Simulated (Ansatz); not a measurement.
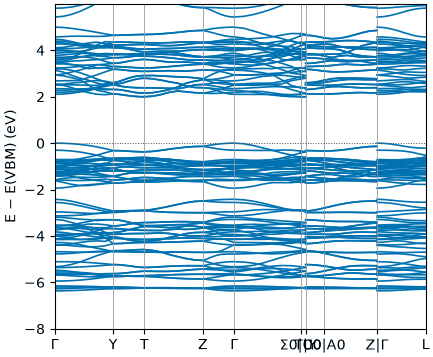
Figure: Band structure from DFT-PBEsol in the program Ansatz with PAW potentials

The gap is 1.99 eV; an edge lies off the plotted path or next to a special point (maximum at Γ, minimum off the standard path).

The material is S (α-S8, Fddd).

The cell was relaxed with PBEsol under the symmetry of its start. A crystal of weakly bound molecules computed without a dispersion correction: the cell and the soft elastic constants depend strongly on that.

Potentials: the later of the program's two PAW sets.
